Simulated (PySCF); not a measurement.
# Run report: AlH₃Cl (charge −1), geometry relaxation (part 1 of 2)

- system: AlH₃Cl, charge −1, SMILES [AlH3-][Cl]
- method: HF/pcseg-1, RHF, SS(V)PE solvent chlorobenzene (PySCF 2.14.0)

The atoms were displaced at random from an optimised geometry. Figures and captions count atoms from 1; the log counts them from 0 in places.

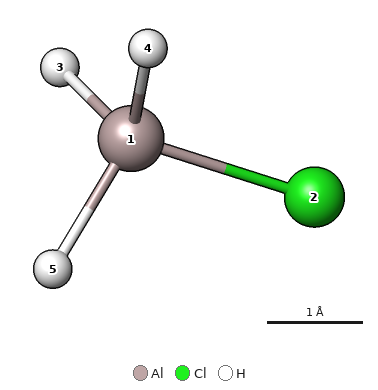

**Figure 1.** The starting structure (ball-and-stick view, seen at a tilt; atoms are numbered from 1 in the order of the input). Sticks mark near contacts. Bond lengths as drawn: Al–Cl 2.11 Å and Al–H 1.61 to 1.66 Å.

**Input file (job.py)**
```python
from pyscf import gto, solvent
from pyscf.geomopt.geometric_solver import kernel as optimise

system = gto.M(
    atom='''
Al   0.096462   0.032924  -0.107046
Cl  -1.569987   0.004207   1.186806
H    0.292474   1.500930  -0.742933
H   -0.154865  -1.091201  -1.229727
H    1.419278  -0.399057   0.806517
''',
    verbose=3,
    basis='pcseg-1',
    max_memory=1860,
    spin=0,
    charge=-1,
)

mf = system.RHF()
mf = mf.density_fit(auxbasis='cc-pvqz-jkfit')
mf = mf.PCM()
mf.with_solvent.method = 'SS(V)PE'
mf.with_solvent.eps = 5.6968  # chlorobenzene
converged, mol_eq = optimise(mf, maxsteps=50, convergence_set='NWCHEM_LOOSE', coordsys='hdlc')
print('converged:', converged)
print(mol_eq.tostring())

mf.reset(mol_eq)
system = mol_eq
mf.kernel()
e_final = mf.e_tot
print(f'total energy: {e_final:.8f} hartree')
mf.analyze()
```

Machine: 1 thread of Arm Neoverse V2, 24 GiB of memory available, shared host.

Launch command:
```bash
OMP_NUM_THREADS=1 python job.py
```

**Log**
```
#|     Arguments passed to driver run_optimizer():      |#
convergence_set           NWCHEM_LOOSE
coordsys                  hdlc
customengine              <pyscf.geomopt.geometric_solver.PySCFEngine object>
maxiter                   50
----------------------------------------------------------
Custom engine selected.
Bonds will be generated from interatomic distances less than 1.20 times sum of covalent radii
15 internal coordinates being used (instead of 15 Cartesians)
Internal coordinate system (atoms numbered from 1):
Distance 1-2
Distance 1-3
Distance 1-4
Distance 1-5
Angle 2-1-3
Angle 2-1-4
Angle 2-1-5
Angle 3-1-4
Angle 3-1-5
Angle 4-1-5
Cartesian-X 1
Cartesian-X 2
Cartesian-X 3
Cartesian-X 4
Cartesian-X 5
Cartesian-Y 1
Cartesian-Y 2
Cartesian-Y 3
Cartesian-Y 4
Cartesian-Y 5
Cartesian-Z 1
Cartesian-Z 2
Cartesian-Z 3
Cartesian-Z 4
Cartesian-Z 5
<class 'geometric.internal.Distance'> : 4
<class 'geometric.internal.Angle'> : 6
<class 'geometric.internal.CartesianX'> : 5
<class 'geometric.internal.CartesianY'> : 5
<class 'geometric.internal.CartesianZ'> : 5
> ===== Optimization Info: ====
> Job type: Energy minimization
> Maximum number of optimization cycles: 50
> Initial / maximum trust radius (Angstrom): 0.100 / 0.300
> Convergence Criteria:
> Will converge when all 5 criteria are reached:
>  |Delta-E| < 1.00e-06
>  RMS-Grad  < 3.00e-03
>  Max-Grad  < 4.50e-03
>  RMS-Disp  < 3.60e-03
>  Max-Disp  < 5.40e-03
> === End Optimization Info ===

Geometry optimization cycle 1
Cartesian coordinates (Angstrom)
 Atom        New coordinates             dX        dY        dZ
  Al   0.096462   0.032924  -0.107046    0.000000  0.000000  0.000000
  Cl  -1.569987   0.004207   1.186806    0.000000  0.000000  0.000000
   H   0.292474   1.500930  -0.742933    0.000000 -0.000000  0.000000
   H  -0.154865  -1.091201  -1.229727    0.000000  0.000000  0.000000
   H   1.419278  -0.399057   0.806517    0.000000  0.000000  0.000000

WARN: Mole.unit (angstrom) is changed to Bohr

WARN: PCM is an experimental feature. It is still in testing.
Features and APIs may be changed in the future.

converged SCF energy = -703.27336413454
--------------- PCMDFRHF_Scanner (+PCM) gradients ---------------
         x                y                z
0 Al    -0.0322594683     0.0036838589     0.0128437442
1 Cl     0.0279701926    -0.0013795083    -0.0226309903
2 H     0.0003610683    -0.0007104915     0.0002797811
3 H    -0.0004366536     0.0022013869     0.0044685497
4 H     0.0043648610    -0.0037952460     0.0050389153
----------------------------------------------
cycle 1: E = -703.273364135  dE = -703.273  norm(grad) = 0.0509918
Step    0 : Gradient = 2.280e-02/3.601e-02 (rms/max) Energy = -703.2733641345
Hessian Eigenvalues: 5.00000e-02 5.00000e-02 5.00000e-02 ... 1.05912e-01 1.11050e-01 1.77094e-01

Geometry optimization cycle 2
Cartesian coordinates (Angstrom)
 Atom        New coordinates             dX        dY        dZ
  Al   0.114650   0.022635  -0.108488    0.018188 -0.010289 -0.001442
  Cl  -1.604780   0.012539   1.226707   -0.034793  0.008332  0.039901
   H   0.294430   1.497219  -0.744179    0.001956 -0.003711 -0.001246
   H  -0.143003  -1.100684  -1.247847    0.011862 -0.009483 -0.018120
   H   1.422064  -0.383906   0.787423    0.002786  0.015151 -0.019094

WARN: PCM is an experimental feature. It is still in testing.
Features and APIs may be changed in the future.

converged SCF energy = -703.27717063859
--------------- PCMDFRHF_Scanner (+PCM) gradients ---------------
         x                y                z
0 Al    -0.0149573671     0.0016699971     0.0094679164
1 Cl     0.0130565676    -0.0009120799    -0.0116834973
2 H     0.0013852910     0.0004034892    -0.0002571640
3 H    -0.0000795899     0.0002792224     0.0010791577
4 H     0.0005950984    -0.0014406288     0.0013935872
----------------------------------------------
cycle 2: E = -703.277170639  dE = -0.0038065  norm(grad) = 0.0251343
Step    1 : Displace = 2.940e-02/5.295e-02 (rms/max) Trust = 1.000e-01 (=) Grad = 1.124e-02/1.778e-02 (rms/max) E (change) = -703.2771706386 (-3.807e-03) Quality = 1.451
Hessian Eigenvalues: 4.70719e-02 5.00000e-02 5.00000e-02 ... 1.00178e-01 1.11223e-01 1.18542e-01

Geometry optimization cycle 3
Cartesian coordinates (Angstrom)
 Atom        New coordinates             dX        dY        dZ
  Al   0.131770   0.012310  -0.118562    0.017119 -0.010325 -0.010074
  Cl  -1.626497   0.021314   1.273882   -0.021717  0.008775  0.047175
   H   0.279166   1.490802  -0.748068   -0.015264 -0.006417 -0.003889
   H  -0.136873  -1.108716  -1.261600    0.006130 -0.008032 -0.013754
   H   1.435796  -0.367908   0.767965    0.013732  0.015999 -0.019459

WARN: PCM is an experimental feature. It is still in testing.
Features and APIs may be changed in the future.

converged SCF energy = -703.278621870857
--------------- PCMDFRHF_Scanner (+PCM) gradients ---------------
         x                y                z
0 Al    -0.0047927809    -0.0002587045     0.0028224292
1 Cl     0.0030849330     0.0000181038    -0.0018744099
2 H     0.0018948987     0.0002462523    -0.0001178072
3 H     0.0006311758    -0.0003700917    -0.0006919397
4 H    -0.0008182267     0.0003644401    -0.0001382724
----------------------------------------------
cycle 3: E = -703.278621871  dE = -0.00145123  norm(grad) = 0.00703811
Step    2 : Displace = 2.644e-02/4.805e-02 (rms/max) Trust = 1.414e-01 (+) Grad = 3.148e-03/5.568e-03 (rms/max) E (change) = -703.2786218709 (-1.451e-03) Quality = 1.186
Hessian Eigenvalues: 4.11268e-02 5.00000e-02 5.00000e-02 ... 9.22236e-02 1.11327e-01 1.12706e-01

Geometry optimization cycle 4
Cartesian coordinates (Angstrom)
 Atom        New coordinates             dX        dY        dZ
  Al   0.143563   0.010861  -0.121696    0.011794 -0.001450 -0.003134
  Cl  -1.632901   0.020963   1.282961   -0.006405 -0.000351  0.009079
   H   0.262574   1.490116  -0.749730   -0.016592 -0.000686 -0.001662
   H  -0.138394  -1.109039  -1.260635   -0.001521 -0.000324  0.000965
   H   1.448519  -0.365097   0.762716    0.012723  0.002811 -0.005248

WARN: PCM is an experimental feature. It is still in testing.
Features and APIs may be changed in the future.

converged SCF energy = -703.278802631242
--------------- PCMDFRHF_Scanner (+PCM) gradients ---------------
         x                y                z
0 Al    -0.0014630527    -0.0003456312     0.0009455657
1 Cl     0.0003012043     0.0002835860    -0.0000380635
2 H     0.0010786273     0.0000572504    -0.0000164928
3 H     0.0006837162    -0.0003038377    -0.0007372245
4 H    -0.0006004952     0.0003086325    -0.0001537849
----------------------------------------------
cycle 4: E = -703.278802631  dE = -0.00018076  norm(grad) = 0.00246504
Step    3 : Displace = 9.672e-03/1.284e-02 (rms/max) Trust = 2.000e-01 (+) Grad = 1.102e-03/1.776e-03 (rms/max) E (change) = -703.2788026312 (-1.808e-04) Quality = 1.336
Hessian Eigenvalues: 2.89256e-02 4.99878e-02 5.00000e-02 ... 9.64528e-02 1.10971e-01 1.11756e-01

Geometry optimization cycle 5
Cartesian coordinates (Angstrom)
 Atom        New coordinates             dX        dY        dZ
  Al   0.151893   0.011550  -0.123883    0.008330  0.000690 -0.002187
  Cl  -1.632309   0.017591   1.286245    0.000593 -0.003372  0.003284
   H   0.248894   1.491039  -0.751325   -0.013680  0.000923 -0.001595
   H  -0.144077  -1.108085  -1.256361   -0.005684  0.000955  0.004274
   H   1.458960  -0.364292   0.758941    0.010441  0.000805 -0.003775

WARN: PCM is an experimental feature. It is still in testing.
Features and APIs may be changed in the future.

converged SCF energy = -703.278853933982
--------------- PCMDFRHF_Scanner (+PCM) gradients ---------------
         x                y                z
0 Al     0.0000656876     0.0000831152    -0.0000523367
1 Cl    -0.0006990079     0.0002513190     0.0004222713
2 H     0.0002377337    -0.0002418673     0.0000583174
3 H     0.0006686747    -0.0001136928    -0.0005183203
4 H    -0.0002730881     0.0000211259     0.0000900682
----------------------------------------------
cycle 5: E = -703.278853934  dE = -5.13027e-05  norm(grad) = 0.00129395
Step    4 : Displace = 6.922e-03/8.922e-03 (rms/max) Trust = 2.828e-01 (+) Grad = 5.787e-04/8.545e-04 (rms/max) E (change) = -703.2788539340 (-5.130e-05) Quality = 1.269
Hessian Eigenvalues: 1.97690e-02 4.99162e-02 5.00000e-02 ... 9.75985e-02 1.11566e-01 1.15930e-01

Geometry optimization cycle 6
Cartesian coordinates (Angstrom)
 Atom        New coordinates             dX        dY        dZ
  Al   0.156077   0.012255  -0.125139    0.004183  0.000705 -0.001256
  Cl  -1.627983   0.014382   1.287755    0.004325 -0.003209  0.001509
   H   0.241952   1.492794  -0.752566   -0.006942  0.001755 -0.001240
   H  -0.152364  -1.107571  -1.251505   -0.008287  0.000514  0.004856
   H   1.465681  -0.364058   0.755072    0.006721  0.000234 -0.003869

WARN: PCM is an experimental feature. It is still in testing.
Features and APIs may be changed in the future.

converged SCF energy = -703.278877117462
--------------- PCMDFRHF_Scanner (+PCM) gradients ---------------
         x                y                z
0 Al     0.0003224500     0.0003413945    -0.0002079541
1 Cl    -0.0007646156     0.0001132608     0.0003132727
2 H    -0.0001373703    -0.0002912101     0.0000017546
3 H     0.0006675501     0.0000067953    -0.0003162050
4 H    -0.0000880141    -0.0001702405     0.0002091317
----------------------------------------------
cycle 6: E = -703.278877117  dE = -2.31835e-05  norm(grad) = 0.00129968
Step    5 : Displace = 4.750e-03/6.430e-03 (rms/max) Trust = 3.000e-01 (+) Grad = 5.812e-04/8.340e-04 (rms/max) E (change) = -703.2788771175 (-2.318e-05) Quality = 1.611
Hessian Eigenvalues: 7.95451e-03 4.84713e-02 5.00000e-02 ... 9.33140e-02 1.12006e-01 1.17000e-01

Geometry optimization cycle 7
Cartesian coordinates (Angstrom)
 Atom        New coordinates             dX        dY        dZ
  Al   0.163820   0.012707  -0.128424    0.007743  0.000452 -0.003285
  Cl  -1.614336   0.008688   1.292629    0.013647 -0.005695  0.004875
   H   0.231001   1.497044  -0.754650   -0.010950  0.004251 -0.002084
   H  -0.176940  -1.107506  -1.239850   -0.024576  0.000065  0.011655
   H   1.479817  -0.363131   0.743912    0.014136  0.000927 -0.011160

WARN: PCM is an experimental feature. It is still in testing.
Features and APIs may be changed in the future.

converged SCF energy = -703.278910956696
--------------- PCMDFRHF_Scanner (+PCM) gradients ---------------
         x                y                z
0 Al     0.0005149050     0.0007431294    -0.0003058184
1 Cl    -0.0004769159    -0.0001957641    -0.0000967025
2 H    -0.0006336192    -0.0001685368    -0.0001962390
3 H     0.0003945677     0.0000012143     0.0002833477
4 H     0.0002010625    -0.0003800427     0.0003154122
----------------------------------------------
cycle 7: E = -703.278910957  dE = -3.38392e-05  norm(grad) = 0.00147469
Step    6 : Displace = 1.073e-02/1.606e-02 (rms/max) Trust = 3.000e-01 (=) Grad = 6.595e-04/9.544e-04 (rms/max) E (change) = -703.2789109567 (-3.384e-05) Quality = 1.204
Hessian Eigenvalues: 7.52145e-03 4.59198e-02 5.00000e-02 ... 9.50913e-02 1.12204e-01 1.17586e-01

Geometry optimization cycle 8
Cartesian coordinates (Angstrom)
 Atom        New coordinates             dX        dY        dZ
  Al   0.163773   0.011466  -0.129095   -0.000047 -0.001241 -0.000671
  Cl  -1.609722   0.009086   1.295056    0.004615  0.000398  0.002427
   H   0.232730   1.497614  -0.753389    0.001729  0.000569  0.001261
   H  -0.184801  -1.107093  -1.239218   -0.007861  0.000412  0.000632
   H   1.481381  -0.363270   0.740263    0.001565 -0.000139 -0.003649

WARN: PCM is an experimental feature. It is still in testing.
Features and APIs may be changed in the future.

converged SCF energy = -703.278923937125
--------------- PCMDFRHF_Scanner (+PCM) gradients ---------------
         x                y                z
0 Al     0.0002888436     0.0003638211    -0.0001560804
1 Cl    -0.0001773736    -0.0001867797    -0.0002158498
2 H    -0.0005216565     0.0000710855    -0.0001773057
3 H     0.0002750549    -0.0000364827     0.0003555316
4 H     0.0001351316    -0.0002116443     0.0001937043
----------------------------------------------
cycle 8: E = -703.278923937  dE = -1.29804e-05  norm(grad) = 0.000982689
Step    7 : Displace = 2.328e-03/3.088e-03 (rms/max) Trust = 3.000e-01 (=) Grad = 4.395e-04/5.555e-04 (rms/max) E (change) = -703.2789239371 (-1.298e-05) Quality = 1.636
Hessian Eigenvalues: 8.42020e-03 2.08093e-02 5.00000e-02 ... 9.39875e-02 1.11973e-01 1.14895e-01

Geometry optimization cycle 9
Cartesian coordinates (Angstrom)
 Atom        New coordinates             dX        dY        dZ
  Al   0.160781   0.008441  -0.129402   -0.002991 -0.003026 -0.000307
  Cl  -1.603542   0.013190   1.300494    0.006180  0.004104  0.005438
   H   0.242692   1.496245  -0.749137    0.009961 -0.001368  0.004253
   H  -0.196783  -1.104714  -1.243416   -0.011982  0.002379 -0.004198
   H   1.480214  -0.365359   0.735078   -0.001167 -0.002089 -0.005185

WARN: PCM is an experimental feature. It is still in testing.
Features and APIs may be changed in the future.

converged SCF energy = -703.278940241445
--------------- PCMDFRHF_Scanner (+PCM) gradients ---------------
         x                y                z
0 Al    -0.0003242681    -0.0005013607     0.0004592551
1 Cl     0.0003496581    -0.0000480811    -0.0002830974
2 H    -0.0001346926     0.0003498800     0.0000022716
3 H     0.0001774181    -0.0000363403    -0.0000240866
4 H    -0.0000681155     0.0002359021    -0.0001543428
----------------------------------------------
cycle 9: E = -703.278940241  dE = -1.63043e-05  norm(grad) = 0.00101499
Step    8 : Displace = 4.743e-03/6.762e-03 (rms/max) Trust = 3.000e-01 (=) Grad = 4.539e-04/7.533e-04 (rms/max) E (change) = -703.2789402414 (-1.630e-05) Quality = 1.040
Hessian Eigenvalues: 7.41419e-03 1.88528e-02 5.00000e-02 ... 9.44643e-02 1.11939e-01 1.27997e-01

Geometry optimization cycle 10
Cartesian coordinates (Angstrom)
 Atom        New coordinates             dX        dY        dZ
  Al   0.161463   0.008421  -0.130224    0.000681 -0.000020 -0.000822
  Cl  -1.601810   0.014764   1.302701    0.001732  0.001574  0.002207
   H   0.245012   1.495481  -0.749155    0.002320 -0.000764 -0.000018
   H  -0.202645  -1.103719  -1.243098   -0.005862  0.000995  0.000318
   H   1.481343  -0.367145   0.733393    0.001129 -0.001786 -0.001684

WARN: PCM is an experimental feature. It is still in testing.
Features and APIs may be changed in the future.

converged SCF energy = -703.278943794066
--------------- PCMDFRHF_Scanner (+PCM) gradients ---------------
         x                y                z
0 Al    -0.0001396008    -0.0002987892     0.0002620919
1 Cl     0.0002680598    -0.0000642551    -0.0002025882
2 H    -0.0001505681     0.0002070722     0.0000827408
3 H     0.0000153206    -0.0000346664    -0.0000135986
4 H     0.0000067885     0.0001906384    -0.0001286459
----------------------------------------------
cycle 10: E = -703.278943794  dE = -3.55262e-06  norm(grad) = 0.000649183
Step    9 : Displace = 1.354e-03/1.925e-03 (rms/max) Trust = 3.000e-01 (=) Grad = 2.903e-04/4.213e-04 (rms/max) E (change) = -703.2789437941 (-3.553e-06) Quality = 1.454
Hessian Eigenvalues: 8.38887e-03 1.71485e-02 4.33990e-02 ... 8.90503e-02 1.06056e-01 1.12595e-01

Geometry optimization cycle 11
Cartesian coordinates (Angstrom)
 Atom        New coordinates             dX        dY        dZ
  Al   0.160814   0.008947  -0.130873   -0.000649  0.000526 -0.000649
  Cl  -1.602744   0.019629   1.304867   -0.000934  0.004865  0.002166
   H   0.252730   1.492922  -0.750334    0.007718 -0.002559 -0.001179
   H  -0.206693  -1.102187  -1.244278   -0.004047  0.001532 -0.001180
   H   1.479255  -0.371508   0.734235   -0.002088 -0.004364  0.000841

WARN: PCM is an experimental feature. It is still in testing.
Features and APIs may be changed in the future.

converged SCF energy = -703.278948569044
--------------- PCMDFRHF_Scanner (+PCM) gradients ---------------
         x                y                z
0 Al    -0.0000443743     0.0001636442    -0.0001134524
1 Cl     0.0000334090    -0.0000620391     0.0000863016
2 H    -0.0000800773    -0.0000875056     0.0002311402
3 H     0.0000011512    -0.0000486358    -0.0001536156
4 H     0.0000898914     0.0000345364    -0.0000503738
----------------------------------------------
cycle 11: E = -703.278948569  dE = -4.77498e-06  norm(grad) = 0.000399129
Step   10 : Displace = 2.103e-03/2.889e-03 (rms/max) Trust = 3.000e-01 (=) Grad = 1.785e-04/2.598e-04 (rms/max) E (change) = -703.2789485690 (-4.775e-06) Quality = 1.239
Hessian Eigenvalues: 7.21114e-03 1.41826e-02 3.76247e-02 ... 8.96860e-02 1.11738e-01 1.22436e-01
```
